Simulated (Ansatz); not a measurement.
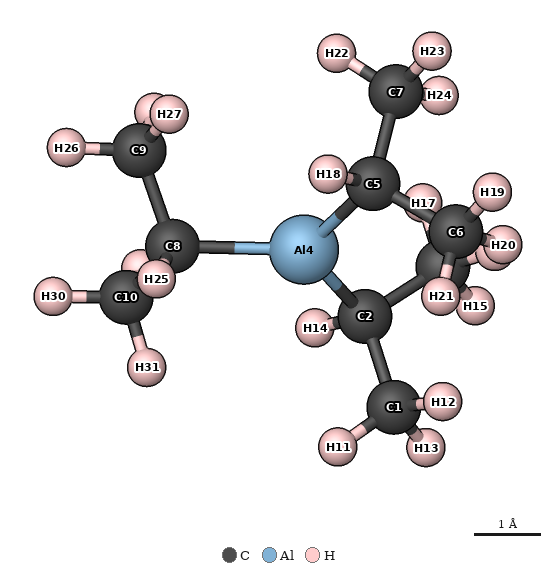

C9H21Al, before the relaxation. Style: ball-and-stick. Shown from a free direction.

The start comes from PBE-D4/def2-SVP.

These are results of RKS PBE0-D4/def2-TZVP (Ansatz 0.2.0), not measurements.

The input:
```yaml
crystal:
  periodic: [false, false, false]
  atoms:
    - {symbol: C, position_ang: [0.164555, -2.006712, 2.012390]}
    - {symbol: C, position_ang: [0.897714, -0.790851, 1.410358]}
    - {symbol: C, position_ang: [1.083615, 0.320271, 2.456783]}
    - {symbol: Al, position_ang: [-0.048281, -0.187329, -0.244261]}
    - {symbol: C, position_ang: [-1.653724, 0.997120, -0.128696]}
    - {symbol: C, position_ang: [-2.618352, 0.647340, 1.015242]}
    - {symbol: C, position_ang: [-1.190027, 2.465033, -0.035305]}
    - {symbol: C, position_ang: [0.598382, -0.738538, -2.052784]}
    - {symbol: C, position_ang: [0.779166, 0.489836, -2.967450]}
    - {symbol: C, position_ang: [1.856325, -1.620026, -2.026398]}
    - {symbol: H, position_ang: [0.086929, -2.856615, 1.299827]}
    - {symbol: H, position_ang: [-0.869208, -1.752542, 2.334155]}
    - {symbol: H, position_ang: [0.687384, -2.396778, 2.916938]}
    - {symbol: H, position_ang: [1.906856, -1.135697, 1.086095]}
    - {symbol: H, position_ang: [1.613378, -0.052127, 3.364398]}
    - {symbol: H, position_ang: [0.110626, 0.728509, 2.805244]}
    - {symbol: H, position_ang: [1.672478, 1.177758, 2.067642]}
    - {symbol: H, position_ang: [-2.199972, 0.880105, -1.093844]}
    - {symbol: H, position_ang: [-3.492329, 1.338775, 1.044754]}
    - {symbol: H, position_ang: [-2.124768, 0.721181, 2.007935]}
    - {symbol: H, position_ang: [-3.023399, -0.383393, 0.933022]}
    - {symbol: H, position_ang: [-0.553587, 2.768670, -0.893965]}
    - {symbol: H, position_ang: [-2.054085, 3.169357, -0.012768]}
    - {symbol: H, position_ang: [-0.605841, 2.657962, 0.891011]}
    - {symbol: H, position_ang: [-0.239499, -1.343236, -2.480786]}
    - {symbol: H, position_ang: [1.063615, 0.195824, -4.004165]}
    - {symbol: H, position_ang: [-0.145657, 1.100100, -3.046557]}
    - {symbol: H, position_ang: [1.585942, 1.164198, -2.602974]}
    - {symbol: H, position_ang: [2.726899, -1.080964, -1.592192]}
    - {symbol: H, position_ang: [2.160975, -1.944392, -3.048137]}
    - {symbol: H, position_ang: [1.716191, -2.540042, -1.419814]}
basis:
  gaussian: {orbitals: def2-TZVP}
hamiltonian: {xc: pbe0, dispersion: d4}
relax: {f_tol: 0.005, max_steps: 150}
```

Command:
```bash
ansatz run in.yaml --threads 4 --pin off --events-out ev --progress --plain --max-ram 41984MiB --backend cuda --devices 0, --max-vram 37GiB
```

Predict the outcome.

Answer. The largest move after the best rigid fit is that of H26, 0.22 Å. Largest moves by element: H 0.22 Å, C 0.14 Å, Al 0.05 Å. Near-neighbour distances that change, for instance: Al4–C5 1.998 → 1.980 Å, C1–H13 1.115 → 1.098 Å, C10–H31 1.111 → 1.094 Å, C10–H29 1.112 → 1.095 Å. Over 11 geometry steps the energy falls by 0.117 eV. The largest force component goes from 0.5 to 0.002 eV/Å. The run took about 40 s of wall time on a shared GPU.

Final geometry:

```xyz
31

C     0.2405   -2.0103    1.9190
C     0.9168   -0.7334    1.4066
C     1.0088    0.3082    2.5180
Al   -0.0254   -0.1440   -0.2316
C    -1.5975    1.0562   -0.1369
C    -2.6057    0.6816    0.9474
C    -1.1320    2.5051    0.0393
C     0.5734   -0.7764   -2.0092
C     0.6850    0.3853   -2.9997
C     1.8557   -1.6027   -1.9849
H     0.2205   -2.8069    1.1673
H    -0.7949   -1.8249    2.2260
H     0.7604   -2.4142    2.7973
H     1.9382   -1.0029    1.1049
H     1.5234   -0.0919    3.4015
H     0.0184    0.6341    2.8508
H     1.5536    1.2039    2.2055
H    -2.1050    0.9886   -1.1093
H    -3.4545    1.3778    0.9638
H    -2.1563    0.7097    1.9451
H    -3.0164   -0.3230    0.8073
H    -0.4646    2.8324   -0.7650
H    -1.9817    3.2001    0.0521
H    -0.5973    2.6456    0.9848
H    -0.2408   -1.4270   -2.3672
H     0.9242    0.0320   -4.0107
H    -0.2410    0.9639   -3.0687
H     1.4825    1.0816   -2.7163
H     2.7069   -1.0114   -1.6310
H     2.1199   -1.9719   -2.9842
H     1.7772   -2.4726   -1.3264
```

After the run, drawn alike:

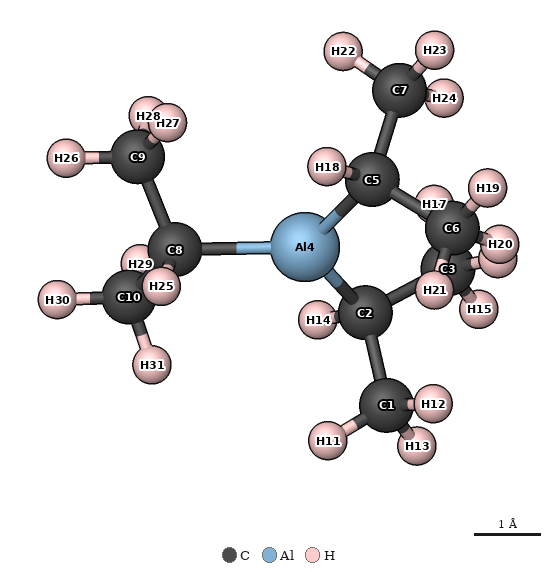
